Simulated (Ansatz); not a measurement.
Molecular dynamics, with input and output: Si$_{2}$N$_{2}$H$_{7}$OF (part 1 of 4)

The run: molecular dynamics of Si$_{2}$N$_{2}$H$_{7}$OF. Method and program: RHF/cc-pVDZ (Ansatz 0.2.0).

It belongs to a series of runs on one base structure; here: dynamics from the highest image of the converged band. Figures and captions count atoms from 1; the log counts them from 0 in places.

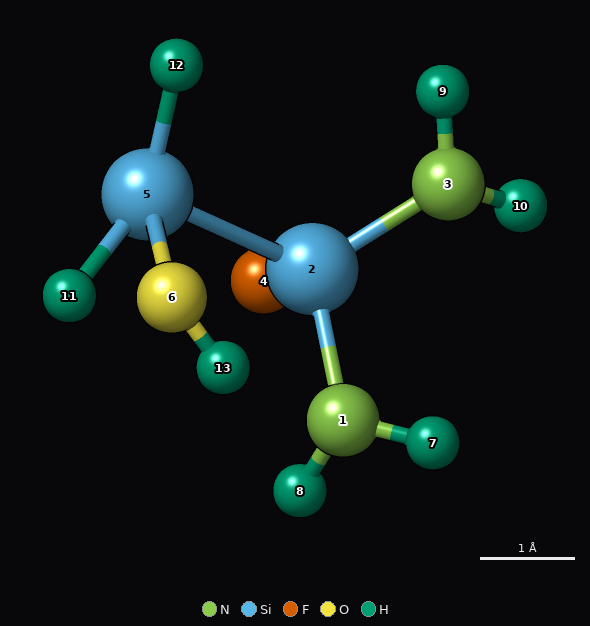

Fig. 1: The structure as given in the input (ball-and-stick view, seen at a tilt; atoms are numbered from 1 in the order of the input). Bond lengths as drawn: F–Si 1.65 Å, H–N 1.00 Å, H–O 0.96 Å, H–Si 1.49 to 1.60 Å, N–Si 1.72 to 1.74 Å, O–Si 1.90 Å and Si–Si 2.36 Å.

## Input
```yaml
crystal:
  periodic: [false, false, false]
  atoms:
    - { symbol: "N", position_ang: [-0.932967, -1.274367, 0.415327] }
    - { symbol: Si, position_ang: [0.49108, -0.58812, -0.31765] }
    - { symbol: "N", position_ang: [1.749867, -0.586488, 0.854688] }
    - { symbol: F, position_ang: [0.865881, -1.537701, -1.610862] }
    - { symbol: Si, position_ang: [-0.137927, 1.549045, -1.090408] }
    - { symbol: O, position_ang: [-1.592927, 1.871653, 0.083676] }
    - { symbol: H, position_ang: [-0.822708, -1.698751, 1.318971] }
    - { symbol: H, position_ang: [-1.518446, -1.853081, -0.160841] }
    - { symbol: H, position_ang: [2.480609, 0.095847, 0.778373] }
    - { symbol: H, position_ang: [2.125476, -1.459841, 1.179406] }
    - { symbol: H, position_ang: [-1.700751, 1.844562, -1.215277] }
    - { symbol: H, position_ang: [0.903561, 2.546459, -0.704838] }
    - { symbol: H, position_ang: [-1.89035, 1.055982, 0.484236] }
basis:
  gaussian: { orbitals: cc-pVDZ }
hamiltonian:
  xc: hf
md:
  timestep: 0.5
  n_steps: 200
  ensemble: nve
  temperature: 100.0
  initial_velocities: maxwell_boltzmann
  seed: 9224
```

Run on 2 threads of Arm Neoverse V1, 24 GiB of memory available, shared host.

Launched with:
```bash
ansatz run input.yaml --threads 2 --pin off --max-ram 3072MiB --backend cpu --events-out ev --progress --plain --runs-dir out
```

## What the program printed
```
Engine: ansatz 0.2.0, aarch64-unknown-linux-gnu
Functional definition: HF
  exchange = exact_x
  correlation = 0
1358 factors; integrals over basis functions are off by at most 5.2e-4 eV
mean field evaluation 1: about -23536.4286 eV, gradient 5.2e1 eV
mean field evaluation 2: about -23536.5463 eV, gradient 5.2e1 eV
mean field evaluation 4: about -23542.2710 eV, gradient 4.9e0 eV
mean field evaluation 8: about -23542.3617 eV, gradient 3.4e-1 eV
mean field -23542.36308792 eV, -865.1658858942 hartree, gradient 2.2e-5 eV, S^2 0.000000; 0 other end points of the search recorded, 0 dependent functions left out
the calculation of the forces begins
reference -23542.36308792 eV, -865.1658858942 hartree; 33, 33 occupied and 94, 94 virtual orbitals, 1358 factors
md step     0: t =     0.00 fs  T =   100.0 K  F+E_penalty+E_count = -23542.36308792 eV  E_kin = 0.142186 eV  conserved = -23542.22090192 eV  (39 SCF iters)
these checks for a lower state are left out or cut short: starts, cluster_reference, orbital_swaps, neighbouring_geometries, increment
1358 factors; integrals over basis functions are off by at most 5.1e-4 eV
mean field evaluation 16: about -23542.3584 eV, gradient 6.8e-1 eV
mean field -23542.35931047 eV, -865.1657470756 hartree, gradient 5.8e-5 eV, S^2 0.000000; 0 other end points of the search recorded, 0 dependent functions left out
the calculation of the forces begins
reference -23542.35931047 eV, -865.1657470756 hartree; 33, 33 occupied and 94, 94 virtual orbitals, 1358 factors
md step     1: t =     0.50 fs  T =    97.4 K  F+E_penalty+E_count = -23542.35931047 eV  E_kin = 0.138509 eV  conserved = -23542.22080105 eV  (39 SCF iters)
[... from here on the SCF iterations and repeated set-up lines of each step are left out, up to the last step ...]
md step     2: t =     1.00 fs  T =    90.8 K  F+E_penalty+E_count = -23542.34965199 eV  E_kin = 0.129131 eV  conserved = -23542.22052146 eV  (40 SCF iters)
md step     3: t =     1.50 fs  T =    83.2 K  F+E_penalty+E_count = -23542.33845715 eV  E_kin = 0.118247 eV  conserved = -23542.22020966 eV  (31 SCF iters)
md step     4: t =     2.00 fs  T =    77.7 K  F+E_penalty+E_count = -23542.33053168 eV  E_kin = 0.110490 eV  conserved = -23542.22004208 eV  (30 SCF iters)
md step     5: t =     2.50 fs  T =    76.2 K  F+E_penalty+E_count = -23542.32846168 eV  E_kin = 0.108353 eV  conserved = -23542.22010821 eV  (29 SCF iters)
md step     6: t =     3.00 fs  T =    78.0 K  F+E_penalty+E_count = -23542.33125964 eV  E_kin = 0.110910 eV  conserved = -23542.22034921 eV  (30 SCF iters)
md step     7: t =     3.50 fs  T =    80.6 K  F+E_penalty+E_count = -23542.33523761 eV  E_kin = 0.114629 eV  conserved = -23542.22060813 eV  (31 SCF iters)
md step     8: t =     4.00 fs  T =    81.3 K  F+E_penalty+E_count = -23542.33638113 eV  E_kin = 0.115641 eV  conserved = -23542.22073975 eV  (39 SCF iters)
md step     9: t =     4.50 fs  T =    78.7 K  F+E_penalty+E_count = -23542.33260223 eV  E_kin = 0.111916 eV  conserved = -23542.22068579 eV  (40 SCF iters)
md step    10: t =     5.00 fs  T =    73.3 K  F+E_penalty+E_count = -23542.32469281 eV  E_kin = 0.104210 eV  conserved = -23542.22048261 eV  (39 SCF iters)
md step    11: t =     5.50 fs  T =    67.2 K  F+E_penalty+E_count = -23542.31579729 eV  E_kin = 0.095570 eV  conserved = -23542.22022700 eV  (30 SCF iters)
md step    12: t =     6.00 fs  T =    63.2 K  F+E_penalty+E_count = -23542.30990150 eV  E_kin = 0.089869 eV  conserved = -23542.22003213 eV  (31 SCF iters)
md step    13: t =     6.50 fs  T =    63.3 K  F+E_penalty+E_count = -23542.31004677 eV  E_kin = 0.090063 eV  conserved = -23542.21998386 eV  (31 SCF iters)
md step    14: t =     7.00 fs  T =    68.1 K  F+E_penalty+E_count = -23542.31698394 eV  E_kin = 0.096881 eV  conserved = -23542.22010288 eV  (31 SCF iters)
md step    15: t =     7.50 fs  T =    76.3 K  F+E_penalty+E_count = -23542.32886844 eV  E_kin = 0.108543 eV  conserved = -23542.22032593 eV  (40 SCF iters)
md step    16: t =     8.00 fs  T =    85.6 K  F+E_penalty+E_count = -23542.34227204 eV  E_kin = 0.121751 eV  conserved = -23542.22052150 eV  (39 SCF iters)
md step    17: t =     8.50 fs  T =    94.0 K  F+E_penalty+E_count = -23542.35423322 eV  E_kin = 0.133687 eV  conserved = -23542.22054666 eV  (39 SCF iters)
md step    18: t =     9.00 fs  T =   101.4 K  F+E_penalty+E_count = -23542.36446880 eV  E_kin = 0.144149 eV  conserved = -23542.22031936 eV  (40 SCF iters)
md step    19: t =     9.50 fs  T =   110.2 K  F+E_penalty+E_count = -23542.37660572 eV  E_kin = 0.156731 eV  conserved = -23542.21987521 eV  (39 SCF iters)
md step    20: t =    10.00 fs  T =   125.4 K  F+E_penalty+E_count = -23542.39762544 eV  E_kin = 0.178271 eV  conserved = -23542.21935481 eV  (37 SCF iters)
md step    21: t =    10.50 fs  T =   152.5 K  F+E_penalty+E_count = -23542.43574479 eV  E_kin = 0.216824 eV  conserved = -23542.21892083 eV  (40 SCF iters)
md step    22: t =    11.00 fs  T =   196.4 K  F+E_penalty+E_count = -23542.49799841 eV  E_kin = 0.279323 eV  conserved = -23542.21867537 eV  (37 SCF iters)
md step    23: t =    11.50 fs  T =   260.3 K  F+E_penalty+E_count = -23542.58874462 eV  E_kin = 0.370061 eV  conserved = -23542.21868397 eV  (38 SCF iters)
md step    24: t =    12.00 fs  T =   344.4 K  F+E_penalty+E_count = -23542.70877988 eV  E_kin = 0.489657 eV  conserved = -23542.21912309 eV  (39 SCF iters)
md step    25: t =    12.50 fs  T =   444.9 K  F+E_penalty+E_count = -23542.85301557 eV  E_kin = 0.632604 eV  conserved = -23542.22041202 eV  (37 SCF iters)
md step    26: t =    13.00 fs  T =   550.0 K  F+E_penalty+E_count = -23543.00502334 eV  E_kin = 0.781986 eV  conserved = -23542.22303698 eV  (36 SCF iters)
md step    27: t =    13.50 fs  T =   636.4 K  F+E_penalty+E_count = -23543.13148343 eV  E_kin = 0.904826 eV  conserved = -23542.22665769 eV  (36 SCF iters)
md step    28: t =    14.00 fs  T =   676.0 K  F+E_penalty+E_count = -23543.18973278 eV  E_kin = 0.961160 eV  conserved = -23542.22857276 eV  (36 SCF iters)
md step    29: t =    14.50 fs  T =   663.4 K  F+E_penalty+E_count = -23543.16761704 eV  E_kin = 0.943299 eV  conserved = -23542.22431757 eV  (36 SCF iters)
md step    30: t =    15.00 fs  T =   649.2 K  F+E_penalty+E_count = -23543.13847721 eV  E_kin = 0.923113 eV  conserved = -23542.21536434 eV  (36 SCF iters)
md step    31: t =    15.50 fs  T =   712.6 K  F+E_penalty+E_count = -23543.22707026 eV  E_kin = 1.013205 eV  conserved = -23542.21386508 eV  (37 SCF iters)
md step    32: t =    16.00 fs  T =   862.7 K  F+E_penalty+E_count = -23543.45043389 eV  E_kin = 1.226693 eV  conserved = -23542.22374131 eV  (35 SCF iters)
md step    33: t =    16.50 fs  T =  1013.0 K  F+E_penalty+E_count = -23543.67276650 eV  E_kin = 1.440310 eV  conserved = -23542.23245639 eV  (36 SCF iters)
md step    34: t =    17.00 fs  T =  1078.2 K  F+E_penalty+E_count = -23543.76600932 eV  E_kin = 1.533052 eV  conserved = -23542.23295737 eV  (35 SCF iters)
md step    35: t =    17.50 fs  T =  1044.5 K  F+E_penalty+E_count = -23543.71375218 eV  E_kin = 1.485086 eV  conserved = -23542.22866615 eV  (35 SCF iters)
md step    36: t =    18.00 fs  T =   949.5 K  F+E_penalty+E_count = -23543.57394636 eV  E_kin = 1.349993 eV  conserved = -23542.22395380 eV  (36 SCF iters)
md step    37: t =    18.50 fs  T =   841.0 K  F+E_penalty+E_count = -23543.41640472 eV  E_kin = 1.195799 eV  conserved = -23542.22060600 eV  (37 SCF iters)
md step    38: t =    19.00 fs  T =   755.6 K  F+E_penalty+E_count = -23543.29315287 eV  E_kin = 1.074371 eV  conserved = -23542.21878169 eV  (37 SCF iters)
md step    39: t =    19.50 fs  T =   714.2 K  F+E_penalty+E_count = -23543.23364808 eV  E_kin = 1.015536 eV  conserved = -23542.21811185 eV  (36 SCF iters)
md step    40: t =    20.00 fs  T =   725.1 K  F+E_penalty+E_count = -23543.24922093 eV  E_kin = 1.031003 eV  conserved = -23542.21821809 eV  (36 SCF iters)
md step    41: t =    20.50 fs  T =   787.3 K  F+E_penalty+E_count = -23543.33838398 eV  E_kin = 1.119441 eV  conserved = -23542.21894291 eV  (36 SCF iters)
md step    42: t =    21.00 fs  T =   892.3 K  F+E_penalty+E_count = -23543.48917848 eV  E_kin = 1.268739 eV  conserved = -23542.22043912 eV  (36 SCF iters)
md step    43: t =    21.50 fs  T =  1022.6 K  F+E_penalty+E_count = -23543.67714621 eV  E_kin = 1.454035 eV  conserved = -23542.22311077 eV  (39 SCF iters)
md step    44: t =    22.00 fs  T =  1148.4 K  F+E_penalty+E_count = -23543.86011103 eV  E_kin = 1.632876 eV  conserved = -23542.22723499 eV  (36 SCF iters)
md step    45: t =    22.50 fs  T =  1226.8 K  F+E_penalty+E_count = -23543.97622013 eV  E_kin = 1.744375 eV  conserved = -23542.23184471 eV  (36 SCF iters)
md step    46: t =    23.00 fs  T =  1216.1 K  F+E_penalty+E_count = -23543.96217878 eV  E_kin = 1.729187 eV  conserved = -23542.23299131 eV  (36 SCF iters)
md step    47: t =    23.50 fs  T =  1116.3 K  F+E_penalty+E_count = -23543.81248152 eV  E_kin = 1.587168 eV  conserved = -23542.22531397 eV  (36 SCF iters)
md step    48: t =    24.00 fs  T =  1007.1 K  F+E_penalty+E_count = -23543.64499401 eV  E_kin = 1.432025 eV  conserved = -23542.21296911 eV  (37 SCF iters)
md step    49: t =    24.50 fs  T =   996.0 K  F+E_penalty+E_count = -23543.62847662 eV  E_kin = 1.416122 eV  conserved = -23542.21235504 eV  (35 SCF iters)
md step    50: t =    25.00 fs  T =  1087.4 K  F+E_penalty+E_count = -23543.77049286 eV  E_kin = 1.546079 eV  conserved = -23542.22441382 eV  (36 SCF iters)
md step    51: t =    25.50 fs  T =  1176.7 K  F+E_penalty+E_count = -23543.90580282 eV  E_kin = 1.673167 eV  conserved = -23542.23263578 eV  (35 SCF iters)
md step    52: t =    26.00 fs  T =  1179.5 K  F+E_penalty+E_count = -23543.90872813 eV  E_kin = 1.677134 eV  conserved = -23542.23159415 eV  (36 SCF iters)
md step    53: t =    26.50 fs  T =  1094.4 K  F+E_penalty+E_count = -23543.78254056 eV  E_kin = 1.556017 eV  conserved = -23542.22652396 eV  (36 SCF iters)
md step    54: t =    27.00 fs  T =   967.0 K  F+E_penalty+E_count = -23543.59685068 eV  E_kin = 1.374954 eV  conserved = -23542.22189636 eV  (36 SCF iters)
md step    55: t =    27.50 fs  T =   845.3 K  F+E_penalty+E_count = -23543.42102459 eV  E_kin = 1.201944 eV  conserved = -23542.21908016 eV  (36 SCF iters)
md step    56: t =    28.00 fs  T =   760.8 K  F+E_penalty+E_count = -23543.29960984 eV  E_kin = 1.081741 eV  conserved = -23542.21786843 eV  (35 SCF iters)
md step    57: t =    28.50 fs  T =   728.0 K  F+E_penalty+E_count = -23543.25282497 eV  E_kin = 1.035122 eV  conserved = -23542.21770279 eV  (36 SCF iters)
md step    58: t =    29.00 fs  T =   749.5 K  F+E_penalty+E_count = -23543.28387245 eV  E_kin = 1.065618 eV  conserved = -23542.21825469 eV  (36 SCF iters)
md step    59: t =    29.50 fs  T =   818.7 K  F+E_penalty+E_count = -23543.38367031 eV  E_kin = 1.164054 eV  conserved = -23542.21961630 eV  (36 SCF iters)
md step    60: t =    30.00 fs  T =   919.6 K  F+E_penalty+E_count = -23543.52979799 eV  E_kin = 1.307582 eV  conserved = -23542.22221619 eV  (36 SCF iters)
md step    61: t =    30.50 fs  T =  1023.1 K  F+E_penalty+E_count = -23543.68108913 eV  E_kin = 1.454709 eV  conserved = -23542.22637973 eV  (36 SCF iters)
md step    62: t =    31.00 fs  T =  1086.0 K  F+E_penalty+E_count = -23543.77529404 eV  E_kin = 1.544156 eV  conserved = -23542.23113843 eV  (36 SCF iters)
md step    63: t =    31.50 fs  T =  1065.8 K  F+E_penalty+E_count = -23543.74790389 eV  E_kin = 1.515468 eV  conserved = -23542.23243544 eV  (36 SCF iters)
md step    64: t =    32.00 fs  T =   962.5 K  F+E_penalty+E_count = -23543.59339038 eV  E_kin = 1.368531 eV  conserved = -23542.22485899 eV  (36 SCF iters)
md step    65: t =    32.50 fs  T =   856.7 K  F+E_penalty+E_count = -23543.43095467 eV  E_kin = 1.218038 eV  conserved = -23542.21291699 eV  (39 SCF iters)
md step    66: t =    33.00 fs  T =   853.1 K  F+E_penalty+E_count = -23543.42607770 eV  E_kin = 1.213040 eV  conserved = -23542.21303752 eV  (35 SCF iters)
md step    67: t =    33.50 fs  T =   950.8 K  F+E_penalty+E_count = -23543.57716808 eV  E_kin = 1.351962 eV  conserved = -23542.22520614 eV  (35 SCF iters)
md step    68: t =    34.00 fs  T =  1043.2 K  F+E_penalty+E_count = -23543.71609543 eV  E_kin = 1.483298 eV  conserved = -23542.23279773 eV  (36 SCF iters)
md step    69: t =    34.50 fs  T =  1050.0 K  F+E_penalty+E_count = -23543.72418378 eV  E_kin = 1.492986 eV  conserved = -23542.23119769 eV  (36 SCF iters)
md step    70: t =    35.00 fs  T =   974.6 K  F+E_penalty+E_count = -23543.61178164 eV  E_kin = 1.385677 eV  conserved = -23542.22610423 eV  (35 SCF iters)
md step    71: t =    35.50 fs  T =   862.6 K  F+E_penalty+E_count = -23543.44840099 eV  E_kin = 1.226481 eV  conserved = -23542.22191991 eV  (35 SCF iters)
md step    72: t =    36.00 fs  T =   757.4 K  F+E_penalty+E_count = -23543.29655059 eV  E_kin = 1.076925 eV  conserved = -23542.21962523 eV  (35 SCF iters)
md step    73: t =    36.50 fs  T =   685.0 K  F+E_penalty+E_count = -23543.19267331 eV  E_kin = 0.974045 eV  conserved = -23542.21862846 eV  (36 SCF iters)
md step    74: t =    37.00 fs  T =   657.7 K  F+E_penalty+E_count = -23543.15335731 eV  E_kin = 0.935091 eV  conserved = -23542.21826680 eV  (37 SCF iters)
md step    75: t =    37.50 fs  T =   679.5 K  F+E_penalty+E_count = -23543.18446780 eV  E_kin = 0.966116 eV  conserved = -23542.21835151 eV  (35 SCF iters)
md step    76: t =    38.00 fs  T =   748.9 K  F+E_penalty+E_count = -23543.28401534 eV  E_kin = 1.064878 eV  conserved = -23542.21913702 eV  (35 SCF iters)
md step    77: t =    38.50 fs  T =   856.2 K  F+E_penalty+E_count = -23543.43857239 eV  E_kin = 1.217458 eV  conserved = -23542.22111395 eV  (35 SCF iters)
md step    78: t =    39.00 fs  T =   978.8 K  F+E_penalty+E_count = -23543.61643789 eV  E_kin = 1.391757 eV  conserved = -23542.22468043 eV  (35 SCF iters)
md step    79: t =    39.50 fs  T =  1078.8 K  F+E_penalty+E_count = -23543.76324423 eV  E_kin = 1.533907 eV  conserved = -23542.22933757 eV  (34 SCF iters)
md step    80: t =    40.00 fs  T =  1111.6 K  F+E_penalty+E_count = -23543.81269967 eV  E_kin = 1.580507 eV  conserved = -23542.23219276 eV  (34 SCF iters)
md step    81: t =    40.50 fs  T =  1057.7 K  F+E_penalty+E_count = -23543.73191941 eV  E_kin = 1.503841 eV  conserved = -23542.22807877 eV  (35 SCF iters)
md step    82: t =    41.00 fs  T =   965.3 K  F+E_penalty+E_count = -23543.58969465 eV  E_kin = 1.372483 eV  conserved = -23542.21721116 eV  (35 SCF iters)
md step    83: t =    41.50 fs  T =   932.5 K  F+E_penalty+E_count = -23543.53851011 eV  E_kin = 1.325835 eV  conserved = -23542.21267484 eV  (34 SCF iters)
md step    84: t =    42.00 fs  T =   996.7 K  F+E_penalty+E_count = -23543.63863988 eV  E_kin = 1.417207 eV  conserved = -23542.22143274 eV  (35 SCF iters)
md step    85: t =    42.50 fs  T =  1084.3 K  F+E_penalty+E_count = -23543.77222876 eV  E_kin = 1.541654 eV  conserved = -23542.23057451 eV  (36 SCF iters)
md step    86: t =    43.00 fs  T =  1107.5 K  F+E_penalty+E_count = -23543.80606104 eV  E_kin = 1.574780 eV  conserved = -23542.23128139 eV  (35 SCF iters)
md step    87: t =    43.50 fs  T =  1049.3 K  F+E_penalty+E_count = -23543.71910181 eV  E_kin = 1.491959 eV  conserved = -23542.22714278 eV  (35 SCF iters)
md step    88: t =    44.00 fs  T =   944.1 K  F+E_penalty+E_count = -23543.56549414 eV  E_kin = 1.342416 eV  conserved = -23542.22307789 eV  (40 SCF iters)
md step    89: t =    44.50 fs  T =   832.9 K  F+E_penalty+E_count = -23543.40492854 eV  E_kin = 1.184322 eV  conserved = -23542.22060681 eV  (35 SCF iters)
md step    90: t =    45.00 fs  T =   743.3 K  F+E_penalty+E_count = -23543.27619445 eV  E_kin = 1.056898 eV  conserved = -23542.21929619 eV  (35 SCF iters)
md step    91: t =    45.50 fs  T =   690.7 K  F+E_penalty+E_count = -23543.20062446 eV  E_kin = 0.982047 eV  conserved = -23542.21857785 eV  (37 SCF iters)
md step    92: t =    46.00 fs  T =   683.1 K  F+E_penalty+E_count = -23543.18961810 eV  E_kin = 0.971253 eV  conserved = -23542.21836540 eV  (36 SCF iters)
md step    93: t =    46.50 fs  T =   722.2 K  F+E_penalty+E_count = -23543.24589782 eV  E_kin = 1.026932 eV  conserved = -23542.21896616 eV  (37 SCF iters)
md step    94: t =    47.00 fs  T =   800.5 K  F+E_penalty+E_count = -23543.35903684 eV  E_kin = 1.138173 eV  conserved = -23542.22086406 eV  (37 SCF iters)
md step    95: t =    47.50 fs  T =   896.2 K  F+E_penalty+E_count = -23543.49867369 eV  E_kin = 1.274246 eV  conserved = -23542.22442760 eV  (37 SCF iters)
md step    96: t =    48.00 fs  T =   971.6 K  F+E_penalty+E_count = -23543.61066848 eV  E_kin = 1.381526 eV  conserved = -23542.22914247 eV  (37 SCF iters)
md step    97: t =    48.50 fs  T =   982.0 K  F+E_penalty+E_count = -23543.62837089 eV  E_kin = 1.396212 eV  conserved = -23542.23215919 eV  (37 SCF iters)
md step    98: t =    49.00 fs  T =   906.8 K  F+E_penalty+E_count = -23543.51782619 eV  E_kin = 1.289378 eV  conserved = -23542.22844837 eV  (37 SCF iters)
md step    99: t =    49.50 fs  T =   792.3 K  F+E_penalty+E_count = -23543.34471364 eV  E_kin = 1.126495 eV  conserved = -23542.21821859 eV  (37 SCF iters)
md step   100: t =    50.00 fs  T =   733.4 K  F+E_penalty+E_count = -23543.25665452 eV  E_kin = 1.042860 eV  conserved = -23542.21379429 eV  (37 SCF iters)
md step   101: t =    50.50 fs  T =   769.3 K  F+E_penalty+E_count = -23543.31525810 eV  E_kin = 1.093801 eV  conserved = -23542.22145696 eV  (36 SCF iters)
md step   102: t =    51.00 fs  T =   835.1 K  F+E_penalty+E_count = -23543.41659256 eV  E_kin = 1.187377 eV  conserved = -23542.22921603 eV  (37 SCF iters)
md step   103: t =    51.50 fs  T =   853.8 K  F+E_penalty+E_count = -23543.44341590 eV  E_kin = 1.213925 eV  conserved = -23542.22949140 eV  (37 SCF iters)
```
